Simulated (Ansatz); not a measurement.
**GaHOF (doublet): wB97M-V, B2PLYP, PBE-QIDH, RPA-PBE over vertical spin and charge gaps and displaced geometries, cc-pVDZ**

Aim: run GaHOF (doublet) with these functionals over vertical spin and charge gaps and displaced geometries, and hold them against the top wave-function level at the same points.

Method: cc-pVDZ, all electrons in the functionals, frozen cores in the correlation of double hybrids and RPA; program: Ansatz 0.2.0, Gaussian basis.

The runs, in order: wB97M-V, B2PLYP, PBE-QIDH, RPA-PBE, at charge 0, doublet; charge 0, quartet; charge 1, singlet; charge 1, triplet; displaced geometry v1; displaced geometry v2 (not every functional at every point).

23 further runs of the same task are left out: 5 for a known fault of the program, 5 that didn't finish, 13 set aside as unsound or not needed. Runs told in other sessions of the task aren't counted.

## 1. The geometry

The geometry is a PBE0/def2-TZVP stationary point (not a proven minimum). No spin-orbit coupling is included. The filled d shell of Ga may be among the frozen orbitals whatever the setting's name suggests.

4 atoms, charge 0, spin multiplicity 2.

Atoms are counted from 1 here; the program's logs count them from 0.

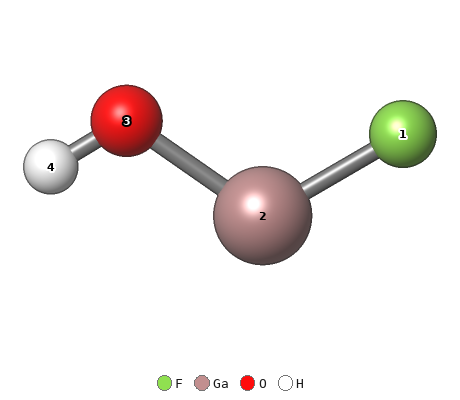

The structure; fluorine green, gallium pink, oxygen red, hydrogen white; atoms are numbered from 1 in the order of the file.

Coordinates:

```xyz
4
charge 0, multiplicity 2
F     0.0000   -0.6139    1.4725
Ga    0.0000    0.3208   -0.0184
O     0.0000   -0.6603   -1.5219
H     0.0000   -0.1354   -2.3269
```

No dispersion term is added; wB97M-V holds VV10 nonlocal correlation.

The geometry shown and the zero of energy belong to the point charge 0, doublet. The yardstick, UCCSDT(Q), and other wave-function levels (R restricted, U unrestricted, valence and pair active spaces) come from earlier runs.

## 2. wB97M-V, charge 0, doublet

Contents of in.yaml:

```yaml
crystal:
  periodic: [false, false, false]
  atoms:
    - {symbol: F, position_ang: [0.000000, -0.613878, 1.472476]}
    - {symbol: Ga, position_ang: [0.000000, 0.320760, -0.018355]}
    - {symbol: O, position_ang: [0.000000, -0.660347, -1.521903]}
    - {symbol: H, position_ang: [0.000000, -0.135382, -2.326935]}
basis:
  gaussian: {orbitals: cc-pVDZ}
magnetization: {spin_polarized: true, initial_magnetization: 1}
hamiltonian: {xc: {name: wB97M-V}}
output: {orbitals: {seedname: orbitals}}
```

On the command line:

```console
> ansatz run in.yaml --threads 1 --pin off --events-out ev --progress --plain --max-ram 2393MiB
```

The program printed, shortened:

```text
Functional definition: wB97M-V
  name "wB97M-V"
  cite "Mardirossian & Head-Gordon, J. Chem. Phys. 144, 214110 (2016) doi:10.1063/1.4952647"
  cite "Becke, J. Chem. Phys. 107, 8554 (1997) doi:10.1063/1.475007"
  cite "Vydrov & Van Voorhis, J. Chem. Phys. 133, 244103 (2010) doi:10.1063/1.3521275"
  # Of w^i u^j: cxij and so on, Table III.
[...]
  gx(w, u) = 1 - cx + cx01*u + cx10*w
  gss(w, u) = css00 + css04*u^4 + css10*w + css20*w^2 + css43*w^4*u^3
  gos(w, u) = cos00 + cos10*w + (cos20 + cos21*u)*w^2 + (cos60 + cos61*u)*w^6
[...]
      + integral(e_c_pw_mod_opposite_spin*gos(b97_w_opposite, b97_u_opposite)) + vv10(b, c)
628 factors; integrals over basis functions are off by at most 1.4e-3 eV
148 factors; integrals over basis functions are off by at most 7.7e-6 eV
[...]
mean field -57154.24171966 eV, -2100.3796426612 hartree, gradient 7.9e-5 eV, S^2 0.754030; 0 other end points of the search recorded, 0 dependent functions left out
reference -57154.24176037 eV, -2100.3796441571 hartree; 25, 24 occupied and 35, 36 virtual orbitals, 628 factors
Total energy: -57154.24176037 eV, -2100.3796441571 hartree
```

Wall time 21 s (1 thread of Arm Neoverse N1, shared host).

From the report: ⟨S²⟩ of the determinant 0.754 (pure doublet: 0.75).

## 3. wB97M-V, charge 0, quartet

Edit in.yaml of step 2 so:

```diff
@@ -9,4 +9,4 @@
   gaussian: {orbitals: cc-pVDZ}
-magnetization: {spin_polarized: true, initial_magnetization: 1}
+magnetization: {spin_polarized: true, initial_magnetization: 3}
 hamiltonian: {xc: {name: wB97M-V}}
-output: {orbitals: {seedname: orbitals}}
+output: {forces: true, orbitals: {seedname: orbitals}}
```

Same command.

The program printed, shortened:

```text
Functional definition: wB97M-V
  name "wB97M-V"
  cite "Mardirossian & Head-Gordon, J. Chem. Phys. 144, 214110 (2016) doi:10.1063/1.4952647"
  cite "Becke, J. Chem. Phys. 107, 8554 (1997) doi:10.1063/1.475007"
  cite "Vydrov & Van Voorhis, J. Chem. Phys. 133, 244103 (2010) doi:10.1063/1.3521275"
  # Of w^i u^j: cxij and so on, Table III.
[...]
  gx(w, u) = 1 - cx + cx01*u + cx10*w
  gss(w, u) = css00 + css04*u^4 + css10*w + css20*w^2 + css43*w^4*u^3
  gos(w, u) = cos00 + cos10*w + (cos20 + cos21*u)*w^2 + (cos60 + cos61*u)*w^6
[...]
      + integral(e_c_pw_mod_opposite_spin*gos(b97_w_opposite, b97_u_opposite)) + vv10(b, c)
628 factors; integrals over basis functions are off by at most 1.4e-3 eV
148 factors; integrals over basis functions are off by at most 7.7e-6 eV
[...]
mean field -57147.76505166 eV, -2100.1416295021 hartree, gradient 1.5e-5 eV, S^2 3.754300; 2 other end points of the search recorded, 0 dependent functions left out
[...]
reference -57147.76508957 eV, -2100.1416308951 hartree; 26, 23 occupied and 34, 37 virtual orbitals, 628 factors
Total energy: -57147.76508957 eV, -2100.1416308951 hartree
Atom 0 at     0.000000    -0.613878     1.472476 Å, force    -0.000000    -0.649338     0.531098 eV/Å
Atom 1 at     0.000000     0.320760    -0.018355 Å, force    -0.000000     3.947202     4.113743 eV/Å
Atom 2 at     0.000000    -0.660347    -1.521903 Å, force    -0.000000    -3.974905    -3.472761 eV/Å
Atom 3 at     0.000000    -0.135382    -2.326935 Å, force     0.000000     0.677041    -1.172081 eV/Å
Dipole moment:    -0.000000     0.030160    -1.224958 e Å
```

Run time: 30 s. Hardware: 1 thread of Arm Neoverse N1, shared host.

From the report: ⟨S²⟩ of the determinant 3.754 (pure quartet: 3.75).

From charge 0, doublet: +149.4 kcal/mol.

## 4. wB97M-V, charge 1, singlet

Edit in.yaml of step 3 so:

```diff
@@ -9,4 +9,5 @@
   gaussian: {orbitals: cc-pVDZ}
-magnetization: {spin_polarized: true, initial_magnetization: 3}
+total_charge: 1
+magnetization: {spin_polarized: true, initial_magnetization: 0}
 hamiltonian: {xc: {name: wB97M-V}}
-output: {forces: true, orbitals: {seedname: orbitals}}
+output: {orbitals: {seedname: orbitals}}
```

Same command.

The program printed, shortened:

```text
Functional definition: wB97M-V
  name "wB97M-V"
  cite "Mardirossian & Head-Gordon, J. Chem. Phys. 144, 214110 (2016) doi:10.1063/1.4952647"
  cite "Becke, J. Chem. Phys. 107, 8554 (1997) doi:10.1063/1.475007"
  cite "Vydrov & Van Voorhis, J. Chem. Phys. 133, 244103 (2010) doi:10.1063/1.3521275"
  # Of w^i u^j: cxij and so on, Table III.
[...]
  gx(w, u) = 1 - cx + cx01*u + cx10*w
  gss(w, u) = css00 + css04*u^4 + css10*w + css20*w^2 + css43*w^4*u^3
  gos(w, u) = cos00 + cos10*w + (cos20 + cos21*u)*w^2 + (cos60 + cos61*u)*w^6
[...]
      + integral(e_c_pw_mod_opposite_spin*gos(b97_w_opposite, b97_u_opposite)) + vv10(b, c)
628 factors; integrals over basis functions are off by at most 1.4e-3 eV
148 factors; integrals over basis functions are off by at most 7.7e-6 eV
[...]
mean field -57144.83936689 eV, -2100.0341125699 hartree, gradient 3.3e-5 eV, S^2 0.000000; 0 other end points of the search recorded, 0 dependent functions left out
reference -57144.83940906 eV, -2100.0341141197 hartree; 24, 24 occupied and 36, 36 virtual orbitals, 628 factors
Total energy: -57144.83940906 eV, -2100.0341141197 hartree
```

Wall time 19 s (1 thread of Arm Neoverse N1, shared host).

From the report: ⟨S²⟩ of the determinant 0.000 (pure singlet: 0.00).

From charge 0, doublet: +216.8 kcal/mol.

## 5. wB97M-V, charge 1, triplet

Edit in.yaml of step 4 so:

```diff
@@ -10,3 +10,3 @@
 total_charge: 1
-magnetization: {spin_polarized: true, initial_magnetization: 0}
+magnetization: {spin_polarized: true, initial_magnetization: 2}
 hamiltonian: {xc: {name: wB97M-V}}
```

Launched as before.

The program printed, shortened:

```text
Functional definition: wB97M-V
  name "wB97M-V"
  cite "Mardirossian & Head-Gordon, J. Chem. Phys. 144, 214110 (2016) doi:10.1063/1.4952647"
  cite "Becke, J. Chem. Phys. 107, 8554 (1997) doi:10.1063/1.475007"
  cite "Vydrov & Van Voorhis, J. Chem. Phys. 133, 244103 (2010) doi:10.1063/1.3521275"
  # Of w^i u^j: cxij and so on, Table III.
[...]
  gx(w, u) = 1 - cx + cx01*u + cx10*w
  gss(w, u) = css00 + css04*u^4 + css10*w + css20*w^2 + css43*w^4*u^3
  gos(w, u) = cos00 + cos10*w + (cos20 + cos21*u)*w^2 + (cos60 + cos61*u)*w^6
[...]
      + integral(e_c_pw_mod_opposite_spin*gos(b97_w_opposite, b97_u_opposite)) + vv10(b, c)
628 factors; integrals over basis functions are off by at most 1.4e-3 eV
148 factors; integrals over basis functions are off by at most 7.7e-6 eV
[...]
mean field -57142.40076030 eV, -2099.9444954307 hartree, gradient 4.0e-5 eV, S^2 2.006043; 1 other end points of the search recorded, 0 dependent functions left out
reference -57142.40080086 eV, -2099.9444969213 hartree; 25, 23 occupied and 35, 37 virtual orbitals, 628 factors
Total energy: -57142.40080086 eV, -2099.9444969213 hartree
```

It took 26 s on 1 thread of Arm Neoverse N1, shared host.

From the report: ⟨S²⟩ of the determinant 2.006 (pure triplet: 2.00).

From charge 0, doublet: +273.1 kcal/mol.

## 6. wB97M-V, displaced geometry v1

Contents of in.yaml:

```yaml
crystal:
  periodic: [false, false, false]
  atoms:
    - {symbol: F, position_ang: [-0.006052, -0.609578, 1.488196]}
    - {symbol: Ga, position_ang: [-0.006885, 0.308917, -0.013788]}
    - {symbol: O, position_ang: [0.041079, -0.612880, -1.559950]}
    - {symbol: H, position_ang: [-0.061698, -0.150729, -2.335179]}
basis:
  gaussian: {orbitals: cc-pVDZ}
magnetization: {spin_polarized: true, initial_magnetization: 1}
hamiltonian: {xc: {name: wB97M-V}}
output: {orbitals: {seedname: orbitals}}
```

The command is unchanged.

The program printed, shortened:

```text
Functional definition: wB97M-V
  name "wB97M-V"
  cite "Mardirossian & Head-Gordon, J. Chem. Phys. 144, 214110 (2016) doi:10.1063/1.4952647"
  cite "Becke, J. Chem. Phys. 107, 8554 (1997) doi:10.1063/1.475007"
  cite "Vydrov & Van Voorhis, J. Chem. Phys. 133, 244103 (2010) doi:10.1063/1.3521275"
  # Of w^i u^j: cxij and so on, Table III.
[...]
  gx(w, u) = 1 - cx + cx01*u + cx10*w
  gss(w, u) = css00 + css04*u^4 + css10*w + css20*w^2 + css43*w^4*u^3
  gos(w, u) = cos00 + cos10*w + (cos20 + cos21*u)*w^2 + (cos60 + cos61*u)*w^6
[...]
      + integral(e_c_pw_mod_opposite_spin*gos(b97_w_opposite, b97_u_opposite)) + vv10(b, c)
628 factors; integrals over basis functions are off by at most 9.0e-4 eV
148 factors; integrals over basis functions are off by at most 7.5e-6 eV
[...]
mean field -57154.12853545 eV, -2100.3754832181 hartree, gradient 8.0e-5 eV, S^2 0.754001; 0 other end points of the search recorded, 0 dependent functions left out
reference -57154.12857610 eV, -2100.3754847119 hartree; 25, 24 occupied and 35, 36 virtual orbitals, 628 factors
Total energy: -57154.12857610 eV, -2100.3754847119 hartree
```

Run time: 19 s. Hardware: 1 thread of Arm Neoverse N1, shared host.

From the report: ⟨S²⟩ of the determinant 0.754 (pure doublet: 0.75).

From charge 0, doublet: +2.6 kcal/mol.

## 7. wB97M-V, displaced geometry v2

Contents of in.yaml:

```yaml
crystal:
  periodic: [false, false, false]
  atoms:
    - {symbol: F, position_ang: [0.122131, -0.615005, 1.464108]}
    - {symbol: Ga, position_ang: [-0.042744, 0.328007, -0.015129]}
    - {symbol: O, position_ang: [0.033877, -0.685524, -1.526858]}
    - {symbol: H, position_ang: [0.116985, -0.215828, -2.313675]}
basis:
  gaussian: {orbitals: cc-pVDZ}
magnetization: {spin_polarized: true, initial_magnetization: 1}
hamiltonian: {xc: {name: wB97M-V}}
output: {forces: true, orbitals: {seedname: orbitals}}
```

Same command.

The program printed, shortened:

```text
Functional definition: wB97M-V
  name "wB97M-V"
  cite "Mardirossian & Head-Gordon, J. Chem. Phys. 144, 214110 (2016) doi:10.1063/1.4952647"
  cite "Becke, J. Chem. Phys. 107, 8554 (1997) doi:10.1063/1.475007"
  cite "Vydrov & Van Voorhis, J. Chem. Phys. 133, 244103 (2010) doi:10.1063/1.3521275"
  # Of w^i u^j: cxij and so on, Table III.
[...]
  gx(w, u) = 1 - cx + cx01*u + cx10*w
  gss(w, u) = css00 + css04*u^4 + css10*w + css20*w^2 + css43*w^4*u^3
  gos(w, u) = cos00 + cos10*w + (cos20 + cos21*u)*w^2 + (cos60 + cos61*u)*w^6
[...]
      + integral(e_c_pw_mod_opposite_spin*gos(b97_w_opposite, b97_u_opposite)) + vv10(b, c)
628 factors; integrals over basis functions are off by at most 9.8e-4 eV
148 factors; integrals over basis functions are off by at most 7.0e-6 eV
[...]
mean field -57154.16996456 eV, -2100.3770057098 hartree, gradient 8.8e-5 eV, S^2 0.754327; 0 other end points of the search recorded, 0 dependent functions left out
[...]
reference -57154.17000530 eV, -2100.3770072071 hartree; 25, 24 occupied and 35, 36 virtual orbitals, 628 factors
Total energy: -57154.17000530 eV, -2100.3770072071 hartree
Atom 0 at     0.122131    -0.615005     1.464108 Å, force    -0.006690    -0.136360     0.268701 eV/Å
Atom 1 at    -0.042744     0.328007    -0.015129 Å, force     0.026117    -0.053046    -0.556224 eV/Å
Atom 2 at     0.033877    -0.685524    -1.526858 Å, force    -0.219569    -1.350446     2.746175 eV/Å
Atom 3 at     0.116985    -0.215828    -2.313675 Å, force     0.200141     1.539853    -2.458652 eV/Å
Dipole moment:    -0.031901     0.546776    -0.412085 e Å
```

It took 23 s on 1 thread of Arm Neoverse N1, shared host.

From the report: ⟨S²⟩ of the determinant 0.754 (pure doublet: 0.75).

From charge 0, doublet: +1.7 kcal/mol.

## 8. B2PLYP, charge 0, doublet

Contents of in.yaml:

```yaml
crystal:
  periodic: [false, false, false]
  atoms:
    - {symbol: F, position_ang: [0.000000, -0.613878, 1.472476]}
    - {symbol: Ga, position_ang: [0.000000, 0.320760, -0.018355]}
    - {symbol: O, position_ang: [0.000000, -0.660347, -1.521903]}
    - {symbol: H, position_ang: [0.000000, -0.135382, -2.326935]}
basis:
  gaussian: {orbitals: cc-pVDZ}
magnetization: {spin_polarized: true, initial_magnetization: 1}
hamiltonian: {xc: {name: B2PLYP}}
correlation: {electrons: outside_noble_gas}
```

Launched as before.

The program printed, shortened:

```text
Functional definition: B2PLYP
  name "B2PLYP"
  cite "Grimme, J. Chem. Phys. 124, 034108 (2006) doi:10.1063/1.2148954"
  cite "Becke, Phys. Rev. A 38, 3098 (1988) doi:10.1103/PhysRevA.38.3098"
  cite "Lee, Yang & Parr, Phys. Rev. B 37, 785 (1988) doi:10.1103/PhysRevB.37.785"
[...]
628 factors; integrals over basis functions are off by at most 1.4e-3 eV
[...]
mean field -57139.55798506 eV, -2099.8400253674 hartree, gradient 1.8e-6 eV, S^2 0.755987; 0 other end points of the search recorded, 0 dependent functions left out
16 core orbitals not correlated, not the lowest: weight in the atoms' cores, before any rotation towards them, 0.834 or more for the frozen orbitals, at most 0.161 for the correlated occupied ones
reference -57139.55810686 eV, -2099.8400298435 hartree; 9, 8 occupied and 35, 36 virtual orbitals, 628 factors
second order -14.35189440 eV of doubles, -0.00000000 eV of singles
Total energy: -57143.43311835 eV, -2099.9824338891 hartree
```

It took 5.5 s on 1 thread of Arm Neoverse N1, shared host.

From the report: ⟨S²⟩ of the determinant 0.756 (pure doublet: 0.75).

## 9. B2PLYP, charge 0, quartet

Edit in.yaml of step 8 so:

```diff
@@ -9,3 +9,3 @@
   gaussian: {orbitals: cc-pVDZ}
-magnetization: {spin_polarized: true, initial_magnetization: 1}
+magnetization: {spin_polarized: true, initial_magnetization: 3}
 hamiltonian: {xc: {name: B2PLYP}}
```

Same command.

The program printed, shortened:

```text
Functional definition: B2PLYP
  name "B2PLYP"
  cite "Grimme, J. Chem. Phys. 124, 034108 (2006) doi:10.1063/1.2148954"
  cite "Becke, Phys. Rev. A 38, 3098 (1988) doi:10.1103/PhysRevA.38.3098"
  cite "Lee, Yang & Parr, Phys. Rev. B 37, 785 (1988) doi:10.1103/PhysRevB.37.785"
[...]
628 factors; integrals over basis functions are off by at most 1.4e-3 eV
[...]
mean field -57133.68967044 eV, -2099.6243687827 hartree, gradient 5.8e-6 eV, S^2 3.756032; 5 other end points of the search recorded, 0 dependent functions left out
16 core orbitals not correlated, not the lowest: weight in the atoms' cores, before any rotation towards them, 0.933 or more for the frozen orbitals, at most 0.046 for the correlated occupied ones
reference -57133.68979850 eV, -2099.6243734891 hartree; 10, 7 occupied and 34, 37 virtual orbitals, 628 factors
second order -12.22476385 eV of doubles, -0.00000000 eV of singles
Total energy: -57136.99048474 eV, -2099.7456714711 hartree
```

It took 9.5 s on 1 thread of Arm Neoverse N1, shared host.

From the report: ⟨S²⟩ of the determinant 3.756 (pure quartet: 3.75).

From charge 0, doublet: +148.6 kcal/mol.

## 10. B2PLYP, charge 1, singlet

Edit in.yaml of step 9 so:

```diff
@@ -9,3 +9,4 @@
   gaussian: {orbitals: cc-pVDZ}
-magnetization: {spin_polarized: true, initial_magnetization: 3}
+total_charge: 1
+magnetization: {spin_polarized: true, initial_magnetization: 0}
 hamiltonian: {xc: {name: B2PLYP}}
```

Launched as before.

The program printed, shortened:

```text
Functional definition: B2PLYP
  name "B2PLYP"
  cite "Grimme, J. Chem. Phys. 124, 034108 (2006) doi:10.1063/1.2148954"
  cite "Becke, Phys. Rev. A 38, 3098 (1988) doi:10.1103/PhysRevA.38.3098"
  cite "Lee, Yang & Parr, Phys. Rev. B 37, 785 (1988) doi:10.1103/PhysRevB.37.785"
[...]
628 factors; integrals over basis functions are off by at most 1.4e-3 eV
[...]
mean field -57130.11212367 eV, -2099.4928963640 hartree, gradient 7.4e-6 eV, S^2 0.000000; 3 other end points of the search recorded, 0 dependent functions left out
16 core orbitals not correlated, not the lowest: weight in the atoms' cores, before any rotation towards them, 0.626 or more for the frozen orbitals, at most 0.371 for the correlated occupied ones
reference -57130.11224417 eV, -2099.4929007922 hartree; 8, 8 occupied and 36, 36 virtual orbitals, 628 factors
second order -15.30416673 eV of doubles, -0.00000000 eV of singles
Total energy: -57134.24436918 eV, -2099.6447535857 hartree
```

Wall time 14 s (1 thread of Arm Neoverse N1, shared host).

From the report: ⟨S²⟩ of the determinant 0.000 (pure singlet: 0.00).

From charge 0, doublet: +211.9 kcal/mol.

## 11. B2PLYP, charge 1, triplet

Edit in.yaml of step 10 so:

```diff
@@ -10,3 +10,3 @@
 total_charge: 1
-magnetization: {spin_polarized: true, initial_magnetization: 0}
+magnetization: {spin_polarized: true, initial_magnetization: 2}
 hamiltonian: {xc: {name: B2PLYP}}
```

Launched as before.

The program printed, shortened:

```text
Functional definition: B2PLYP
  name "B2PLYP"
  cite "Grimme, J. Chem. Phys. 124, 034108 (2006) doi:10.1063/1.2148954"
  cite "Becke, Phys. Rev. A 38, 3098 (1988) doi:10.1103/PhysRevA.38.3098"
  cite "Lee, Yang & Parr, Phys. Rev. B 37, 785 (1988) doi:10.1103/PhysRevB.37.785"
[...]
628 factors; integrals over basis functions are off by at most 1.4e-3 eV
[...]
mean field -57128.32203617 eV, -2099.4271118620 hartree, gradient 7.8e-6 eV, S^2 2.007743; 3 other end points of the search recorded, 0 dependent functions left out
16 core orbitals not correlated, not the lowest: weight in the atoms' cores, before any rotation towards them, 0.925 or more for the frozen orbitals, at most 0.073 for the correlated occupied ones
reference -57128.32215497 eV, -2099.4271162277 hartree; 9, 7 occupied and 35, 37 virtual orbitals, 628 factors
second order -12.43699088 eV of doubles, -0.00000000 eV of singles
Total energy: -57131.68014251 eV, -2099.5505199936 hartree
```

Wall time 9.5 s (1 thread of Arm Neoverse N1, shared host).

From the report: ⟨S²⟩ of the determinant 2.008 (pure triplet: 2.00).

From charge 0, doublet: +271.0 kcal/mol.

## 12. B2PLYP, displaced geometry v1

Contents of in.yaml:

```yaml
crystal:
  periodic: [false, false, false]
  atoms:
    - {symbol: F, position_ang: [-0.006052, -0.609578, 1.488196]}
    - {symbol: Ga, position_ang: [-0.006885, 0.308917, -0.013788]}
    - {symbol: O, position_ang: [0.041079, -0.612880, -1.559950]}
    - {symbol: H, position_ang: [-0.061698, -0.150729, -2.335179]}
basis:
  gaussian: {orbitals: cc-pVDZ}
magnetization: {spin_polarized: true, initial_magnetization: 1}
hamiltonian: {xc: {name: B2PLYP}}
correlation: {electrons: outside_noble_gas}
```

Launched as before.

The program printed, shortened:

```text
Functional definition: B2PLYP
  name "B2PLYP"
  cite "Grimme, J. Chem. Phys. 124, 034108 (2006) doi:10.1063/1.2148954"
  cite "Becke, Phys. Rev. A 38, 3098 (1988) doi:10.1103/PhysRevA.38.3098"
  cite "Lee, Yang & Parr, Phys. Rev. B 37, 785 (1988) doi:10.1103/PhysRevB.37.785"
[...]
628 factors; integrals over basis functions are off by at most 9.0e-4 eV
[...]
mean field -57139.47336462 eV, -2099.8369156237 hartree, gradient 1.7e-6 eV, S^2 0.755962; 0 other end points of the search recorded, 0 dependent functions left out
16 core orbitals not correlated, not the lowest: weight in the atoms' cores, before any rotation towards them, 0.867 or more for the frozen orbitals, at most 0.130 for the correlated occupied ones
reference -57139.47348699 eV, -2099.8369201208 hartree; 9, 8 occupied and 35, 36 virtual orbitals, 628 factors
second order -14.24325279 eV of doubles, -0.00000000 eV of singles
Total energy: -57143.31916525 eV, -2099.9782461899 hartree
```

It took 5.5 s on 1 thread of Arm Neoverse N1, shared host.

From the report: ⟨S²⟩ of the determinant 0.756 (pure doublet: 0.75).

From charge 0, doublet: +2.6 kcal/mol.

[end of part 1 of 2]
